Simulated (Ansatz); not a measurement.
## Nudged elastic band, with input and output: CH₉BOSi (part 1 of 2)

CH₉BOSi, computed with RHF/6-31G* (Ansatz 0.2.0).

It belongs to a series of runs on one base structure; here: band between the two ends. Figures and captions count atoms from 1; the log counts them from 0 in places.

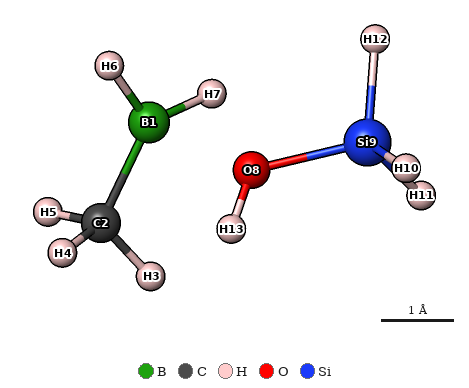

**Figure 1.** The structure as given in the input (ball-and-stick view, seen at a tilt; atoms are numbered from 1 in the order of the input).

**Summary**

- outcome: converged
- barrier, forward: 1.766 eV
- barrier, backward: 3.355 eV
- hardware: 1 thread of AMD EPYC (Zen 3), 32 GiB of memory available, shared host
- wall time: 12 min
- peak memory: 0.17 GiB

The order of the saddle point was not checked.

**Input file**
```yaml
crystal:
  periodic: [false, false, false]
  atoms:
    - { symbol: B, position_ang: [0.034734, 0.140458, 0.347757] }
    - { symbol: C, position_ang: [-0.024602, 0.415665, 1.908978] }
    - { symbol: H, position_ang: [-0.926061, 0.040575, 2.386327] }
    - { symbol: H, position_ang: [0.84066, 0.042236, 2.451965] }
    - { symbol: H, position_ang: [-0.028321, 1.498674, 2.048392] }
    - { symbol: H, position_ang: [1.073694, 0.205369, -0.232267] }
    - { symbol: H, position_ang: [-0.967835, 0.189589, -0.301293] }
    - { symbol: O, position_ang: [0.021188, -2.112818, 0.418325] }
    - { symbol: Si, position_ang: [-0.966437, -3.0889, -0.499825] }
    - { symbol: H, position_ang: [-0.494772, -4.483425, -0.398382] }
    - { symbol: H, position_ang: [-2.358467, -3.027847, -0.021862] }
    - { symbol: H, position_ang: [-0.879438, -2.611734, -1.882709] }
    - { symbol: H, position_ang: [0.294057, -2.417543, 1.273493] }
basis:
  gaussian: { orbitals: "6-31G*" }
hamiltonian:
  xc: hf
neb:
  order_check: false
  images: 9
  f_tol: 0.05
  max_iterations: 50
  final_atoms:
    - { symbol: B, position_ang: [-0.02195869, -0.41046061, -1.09034136] }
    - { symbol: C, position_ang: [0.16522295, -0.08033416, 2.98395405] }
    - { symbol: H, position_ang: [-0.80698434, -0.52391036, 3.16646882] }
    - { symbol: H, position_ang: [0.63889608, 0.15155098, 3.93064996] }
    - { symbol: H, position_ang: [0.04505221, 0.83065303, 2.40906668] }
    - { symbol: H, position_ang: [0.98231544, 0.19701615, -1.29328147] }
    - { symbol: H, position_ang: [-1.06204649, 0.15702026, -0.92790971] }
    - { symbol: O, position_ang: [0.0326341, -1.75223368, -1.04906129] }
    - { symbol: Si, position_ang: [-1.05131707, -2.97654074, -0.81608824] }
    - { symbol: H, position_ang: [-0.59216239, -3.80276512, 0.31054856] }
    - { symbol: H, position_ang: [-2.38650324, -2.42581852, -0.52096867] }
    - { symbol: H, position_ang: [-1.11012437, -3.79564537, -2.03686367] }
    - { symbol: H, position_ang: [0.7853758, -0.77823285, 2.43272535] }
  initial_path:
    images:
      - { positions_ang: [[0.034734, 0.140458, 0.347757], [-0.024602, 0.415665, 1.908978], [-0.926061, 0.040575, 2.386327], [0.84066, 0.042236, 2.451965], [-0.028321, 1.498674, 2.048392], [1.073694, 0.205369, -0.232267], [-0.967835, 0.189589, -0.301293], [0.021188, -2.112818, 0.418325], [-0.966437, -3.0889, -0.499825], [-0.494772, -4.483425, -0.398382], [-2.358467, -3.027847, -0.021862], [-0.879438, -2.611734, -1.882709], [0.294057, -2.417543, 1.273493]] }
      - { positions_ang: [[0.0313245, 0.1098843, 0.27535428], [-0.01736571, 0.33520901, 1.91429505], [-0.93950659, -0.02300107, 2.37042077], [0.82618254, -0.10682993, 2.42516127], [0.0285979, 1.40599072, 2.09738256], [1.06894512, 0.15744453, -0.30697148], [-0.97643793, 0.15040929, -0.36355716], [-0.02801956, -2.01223838, 0.44373363], [-0.94974002, -3.04311622, -0.4726281], [-0.41616694, -4.40196179, -0.35028307], [-2.33931683, -3.04070856, -0.00679997], [-0.87500632, -2.58931059, -1.86185878], [0.20490985, -2.1514723, 1.33464999]] }
      - { positions_ang: [[0.02791501, 0.0793106, 0.20295157], [-0.01012943, 0.25475302, 1.91961209], [-0.95295219, -0.08657715, 2.35451454], [0.81170508, -0.25589585, 2.39835753], [0.08551681, 1.31330743, 2.14637312], [1.06419624, 0.10952005, -0.38167596], [-0.98504087, 0.11122959, -0.42582132], [-0.07722711, -1.91165877, 0.46914227], [-0.93304305, -2.99733243, -0.4454312], [-0.33756189, -4.32049859, -0.30218413], [-2.32016666, -3.05357013, 0.00826207], [-0.87057464, -2.56688718, -1.84100855], [0.1157627, -1.8854016, 1.39580698]] }
      - { positions_ang: [[0.02450551, 0.0487369, 0.13054885], [-0.00289314, 0.17429702, 1.92492914], [-0.96639778, -0.15015322, 2.3386083], [0.79722761, -0.40496178, 2.3715538], [0.14243571, 1.22062415, 2.19536369], [1.05944735, 0.06159558, -0.45638045], [-0.9936438, 0.07204988, -0.48808547], [-0.12643467, -1.81107915, 0.4945509], [-0.91634607, -2.95154865, -0.4182343], [-0.25895683, -4.23903538, -0.2540852], [-2.30101649, -3.06643169, 0.0233241], [-0.86614295, -2.54446376, -1.82015833], [0.02661555, -1.6193309, 1.45696396]] }
      - { positions_ang: [[0.02109601, 0.0181632, 0.05814614], [0.00434314, 0.09384103, 1.93024618], [-0.97984337, -0.21372929, 2.32270207], [0.78275015, -0.55402771, 2.34475007], [0.19935461, 1.12794086, 2.24435425], [1.05469847, 0.01367111, -0.53108493], [-1.00224673, 0.03287017, -0.55034963], [-0.17564223, -1.71049953, 0.51995954], [-0.8996491, -2.90576486, -0.3910374], [-0.18035177, -4.15757218, -0.20598626], [-2.28186631, -3.07929325, 0.03838613], [-0.86171127, -2.52204035, -1.79930811], [-0.06253161, -1.3532602, 1.51812095]] }
      - { positions_ang: [[0.01768652, -0.0124105, -0.01425658], [0.01157943, 0.01338504, 1.93556323], [-0.99328897, -0.27730537, 2.30679584], [0.76827269, -0.70309363, 2.31794633], [0.25627352, 1.03525758, 2.29334481], [1.04994959, -0.03425337, -0.60578941], [-1.01084967, -0.00630953, -0.61261379], [-0.22484978, -1.60991992, 0.54536817], [-0.88295212, -2.85998108, -0.3638405], [-0.10174672, -4.07610897, -0.15788733], [-2.26271614, -3.09215482, 0.05344816], [-0.85727959, -2.49961694, -1.77845789], [-0.15167876, -1.0871895, 1.57927794]] }
      - { positions_ang: [[0.00975748, -0.09202052, -0.22947354], [0.04230813, -0.0053588, 2.14524139], [-0.95602804, -0.32662636, 2.47873044], [0.74239737, -0.53216471, 2.64048706], [0.21402926, 0.99433667, 2.31648918], [1.03642276, 0.01200054, -0.74328782], [-1.02108903, 0.02635642, -0.67567297], [-0.17335301, -1.63838267, 0.22648228], [-0.91662511, -2.88329301, -0.45429005], [-0.19982985, -4.0214402, -0.06420015], [-2.28747356, -2.95888756, -0.0614352], [-0.90784854, -2.75882263, -1.83013904], [0.03573215, -1.02539817, 1.74996742]] }
      - { positions_ang: [[0.00182843, -0.17163055, -0.44469049], [0.07303684, -0.02410264, 2.35491956], [-0.91876712, -0.37594736, 2.65066503], [0.71652205, -0.36123579, 2.96302779], [0.171785, 0.95341576, 2.33963356], [1.02289593, 0.05825444, -0.88078623], [-1.0313284, 0.05902238, -0.73873216], [-0.12185623, -1.66684542, -0.09240361], [-0.9502981, -2.90660494, -0.5447396], [-0.29791298, -3.96677143, 0.02948702], [-2.31223098, -2.8256203, -0.17631857], [-0.9584175, -3.01802831, -1.8818202], [0.22314306, -0.96360684, 1.9206569]] }
      - { positions_ang: [[-0.00610061, -0.25124057, -0.65990745], [0.10376554, -0.04284648, 2.56459772], [-0.88150619, -0.42526836, 2.82259963], [0.69064672, -0.19030686, 3.28556851], [0.12954073, 0.91249485, 2.36277793], [1.0093691, 0.10450835, -1.01828465], [-1.04156776, 0.09168834, -0.80179134], [-0.07035945, -1.69530818, -0.4112895], [-0.98397109, -2.92991688, -0.63518915], [-0.39599612, -3.91210266, 0.1231742], [-2.3369884, -2.69235304, -0.29120194], [-1.00898645, -3.277234, -1.93350136], [0.41055397, -0.90181551, 2.09134639]] }
      - { positions_ang: [[-0.01402965, -0.33085059, -0.8751244], [0.13449425, -0.06159032, 2.77427588], [-0.84424527, -0.47458936, 2.99453423], [0.6647714, -0.01937794, 3.60810924], [0.08729647, 0.87157394, 2.38592231], [0.99584227, 0.15076225, -1.15578306], [-1.05180713, 0.1243543, -0.86485053], [-0.01886268, -1.72377093, -0.73017539], [-1.01764408, -2.95322881, -0.72563869], [-0.49407925, -3.85743389, 0.21686138], [-2.36174582, -2.55908578, -0.4060853], [-1.05955541, -3.53643969, -1.98518252], [0.59796489, -0.84002418, 2.26203587]] }
      - { positions_ang: [[-0.02195869, -0.41046061, -1.09034136], [0.16522295, -0.08033416, 2.98395405], [-0.80698434, -0.52391036, 3.16646882], [0.63889608, 0.15155098, 3.93064996], [0.04505221, 0.83065303, 2.40906668], [0.98231544, 0.19701615, -1.29328147], [-1.06204649, 0.15702026, -0.92790971], [0.0326341, -1.75223368, -1.04906129], [-1.05131707, -2.97654074, -0.81608824], [-0.59216239, -3.80276512, 0.31054856], [-2.38650324, -2.42581852, -0.52096867], [-1.11012437, -3.79564537, -2.03686367], [0.7853758, -0.77823285, 2.43272535]] }
```

Launch command:
```bash
ansatz run input.yaml --threads 1 --pin off --max-ram 2048MiB --backend cpu --events-out ev --progress --plain --runs-dir out
```

**Output**
```
Engine: ansatz 0.2.0, x86_64-unknown-linux-gnu
Functional definition: HF
  exchange = exact_x
  correlation = 0
945 factors; integrals over basis functions are off by at most 6.7e-4 eV
mean field evaluation 1: about -11740.7883 eV, gradient 3.5e1 eV
mean field evaluation 2: about -11740.8599 eV, gradient 3.5e1 eV
mean field evaluation 4: about -11743.7759 eV, gradient 3.8e0 eV
mean field evaluation 8: about -11743.8195 eV, gradient 1.1e-4 eV
mean field -11743.81953035 eV, -431.5774074935 hartree, gradient 1.4e-5 eV, S^2 0.000000; 0 other end points of the search recorded, 0 dependent functions left out
the calculation of the forces begins
reference -11743.81953035 eV, -431.5774074935 hartree; 21, 21 occupied and 61, 61 virtual orbitals, 945 factors
940 factors; integrals over basis functions are off by at most 9.2e-4 eV
mean field evaluation 16: about -11745.4049 eV, gradient 7.6e-1 eV
mean field -11745.40861399 eV, -431.6358052402 hartree, gradient 1.7e-5 eV, S^2 0.000000; 0 other end points of the search recorded, 0 dependent functions left out
[... from here on the field's lines of each further geometry are left out, up to the last ...]
NEB iter   1: max|band force component| = 7.320e0 eV/Å  barrier→ = 4.5473 eV  barrier← = 6.1364 eV  Δτ_max = 0.2000 Å  (345 SCF iters)
NEB iter   2: max|band force component| = 4.499e0 eV/Å  barrier→ = 2.9537 eV  barrier← = 4.5428 eV  Δτ_max = 0.2000 Å  (267 SCF iters)
NEB iter   3: max|band force component| = 2.502e0 eV/Å  barrier→ = 2.6231 eV  barrier← = 4.2122 eV  Δτ_max = 0.2000 Å  (271 SCF iters)
NEB iter   4: max|band force component| = 4.045e0 eV/Å  barrier→ = 2.2571 eV  barrier← = 3.8462 eV  Δτ_max = 0.1031 Å  (276 SCF iters)
NEB iter   5: max|band force component| = 3.157e0 eV/Å  barrier→ = 2.5383 eV  barrier← = 4.1273 eV  Δτ_max = 0.1006 Å  (274 SCF iters)
NEB iter   6: max|band force component| = 3.014e0 eV/Å  barrier→ = 2.2270 eV  barrier← = 3.8161 eV  Δτ_max = 0.1009 Å  (276 SCF iters)
NEB iter   7: max|band force component| = 2.932e0 eV/Å  barrier→ = 1.5521 eV  barrier← = 3.1412 eV  Δτ_max = 0.1009 Å  (270 SCF iters)
NEB iter   8: max|band force component| = 1.127e0 eV/Å  barrier→ = 1.3014 eV  barrier← = 2.8905 eV  Δτ_max = 0.2000 Å  (272 SCF iters)
NEB iter   9: max|band force component| = 3.740e0 eV/Å  barrier→ = 1.7320 eV  barrier← = 3.3211 eV  Δτ_max = 0.1000 Å  (266 SCF iters)
NEB iter  10: max|band force component| = 1.282e0 eV/Å  barrier→ = 1.6878 eV  barrier← = 3.2769 eV  Δτ_max = 0.2000 Å  (274 SCF iters)
NEB iter  11: max|band force component| = 4.552e0 eV/Å  barrier→ = 1.2250 eV  barrier← = 2.8141 eV  Δτ_max = 0.1021 Å  (270 SCF iters)
NEB iter  12: max|band force component| = 7.609e-1 eV/Å  barrier→ = 0.9908 eV  barrier← = 2.5799 eV  Δτ_max = 0.1535 Å  (265 SCF iters)
NEB iter  13: max|band force component| = 1.513e0 eV/Å  barrier→ = 0.9425 eV  barrier← = 2.5316 eV  CI = image 3  Δτ_max = 0.2000 Å  (273 SCF iters)
NEB iter  14: max|band force component| = 1.929e0 eV/Å  barrier→ = 1.4521 eV  barrier← = 3.0412 eV  CI = image 3  Δτ_max = 0.1622 Å  (272 SCF iters)
NEB iter  15: max|band force component| = 1.058e0 eV/Å  barrier→ = 1.8729 eV  barrier← = 3.4620 eV  CI = image 3  Δτ_max = 0.1492 Å  (265 SCF iters)
NEB iter  16: max|band force component| = 1.593e0 eV/Å  barrier→ = 1.8689 eV  barrier← = 3.4580 eV  CI = image 3  Δτ_max = 0.0747 Å  (269 SCF iters)
NEB iter  17: max|band force component| = 7.655e-1 eV/Å  barrier→ = 1.8859 eV  barrier← = 3.4750 eV  CI = image 3  Δτ_max = 0.1362 Å  (263 SCF iters)
NEB iter  18: max|band force component| = 4.742e-1 eV/Å  barrier→ = 1.8542 eV  barrier← = 3.4433 eV  CI = image 3  Δτ_max = 0.1506 Å  (269 SCF iters)
NEB iter  19: max|band force component| = 8.798e-1 eV/Å  barrier→ = 1.8252 eV  barrier← = 3.4143 eV  CI = image 3  Δτ_max = 0.0774 Å  (272 SCF iters)
NEB iter  20: max|band force component| = 3.629e-1 eV/Å  barrier→ = 1.8128 eV  barrier← = 3.4019 eV  CI = image 3  Δτ_max = 0.1282 Å  (273 SCF iters)
NEB iter  21: max|band force component| = 1.849e-1 eV/Å  barrier→ = 1.7968 eV  barrier← = 3.3859 eV  CI = image 3  Δτ_max = 0.1506 Å  (271 SCF iters)
NEB iter  22: max|band force component| = 1.710e-1 eV/Å  barrier→ = 1.7882 eV  barrier← = 3.3773 eV  CI = image 3  Δτ_max = 0.1268 Å  (266 SCF iters)
NEB iter  23: max|band force component| = 2.793e-1 eV/Å  barrier→ = 1.7818 eV  barrier← = 3.3709 eV  CI = image 3  Δτ_max = 0.0639 Å  (262 SCF iters)
NEB iter  24: max|band force component| = 1.192e-1 eV/Å  barrier→ = 1.7775 eV  barrier← = 3.3665 eV  CI = image 3  Δτ_max = 0.0592 Å  (270 SCF iters)
NEB iter  25: max|band force component| = 9.147e-2 eV/Å  barrier→ = 1.7740 eV  barrier← = 3.3631 eV  CI = image 3  Δτ_max = 0.1259 Å  (272 SCF iters)
NEB iter  26: max|band force component| = 5.554e-1 eV/Å  barrier→ = 1.7720 eV  barrier← = 3.3611 eV  CI = image 3  Δτ_max = 0.0650 Å  (274 SCF iters)
NEB iter  27: max|band force component| = 7.707e-1 eV/Å  barrier→ = 1.7704 eV  barrier← = 3.3595 eV  CI = image 3  Δτ_max = 0.0320 Å  (275 SCF iters)
NEB iter  28: max|band force component| = 1.621e-1 eV/Å  barrier→ = 1.7691 eV  barrier← = 3.3582 eV  CI = image 3  Δτ_max = 0.0639 Å  (275 SCF iters)
NEB iter  29: max|band force component| = 6.612e-2 eV/Å  barrier→ = 1.7681 eV  barrier← = 3.3572 eV  CI = image 3  Δτ_max = 0.0660 Å  (266 SCF iters)
NEB iter  30: max|band force component| = 6.428e-2 eV/Å  barrier→ = 1.7672 eV  barrier← = 3.3563 eV  CI = image 3  Δτ_max = 0.1304 Å  (271 SCF iters)
NEB iter  31: max|band force component| = 5.621e-1 eV/Å  barrier→ = 1.7667 eV  barrier← = 3.3558 eV  CI = image 3  Δτ_max = 0.0623 Å  (262 SCF iters)
NEB iter  32: max|band force component| = 1.365e-1 eV/Å  barrier→ = 1.7664 eV  barrier← = 3.3555 eV  CI = image 3  Δτ_max = 0.0660 Å  (241 SCF iters)
NEB iter  33: max|band force component| = 8.998e-2 eV/Å  barrier→ = 1.7663 eV  barrier← = 3.3554 eV  CI = image 3  Δτ_max = 0.0315 Å  (240 SCF iters)
NEB iter  34: max|band force component| = 3.102e-1 eV/Å  barrier→ = 1.7662 eV  barrier← = 3.3553 eV  CI = image 3  Δτ_max = 0.0158 Å  (247 SCF iters)
NEB iter  35: max|band force component| = 1.436e-1 eV/Å  barrier→ = 1.7661 eV  barrier← = 3.3552 eV  CI = image 3  Δτ_max = 0.0158 Å  (231 SCF iters)
NEB iter  36: max|band force component| = 5.312e-2 eV/Å  barrier→ = 1.7661 eV  barrier← = 3.3552 eV  CI = image 3  Δτ_max = 0.0284 Å  (230 SCF iters)
the calculation of the forces begins
reference -11745.40749280 eV, -431.6357640374 hartree; 21, 21 occupied and 61, 61 virtual orbitals, 940 factors
946 factors; integrals over basis functions are off by at most 1.0e-3 eV
mean field -11742.05342899 eV, -431.5125044657 hartree, gradient 1.1e-5 eV, S^2 0.000000; 1 other end points of the search recorded, 0 dependent functions left out
the calculation of the forces begins
reference -11742.05342899 eV, -431.5125044657 hartree; 21, 21 occupied and 61, 61 virtual orbitals, 946 factors
NEB iter  37: max|band force component| = 1.719e-2 eV/Å  barrier→ = 1.7661 eV  barrier← = 3.3552 eV  CI = image 3  Δτ_max = 0.0000 Å  (517 SCF iters)
```
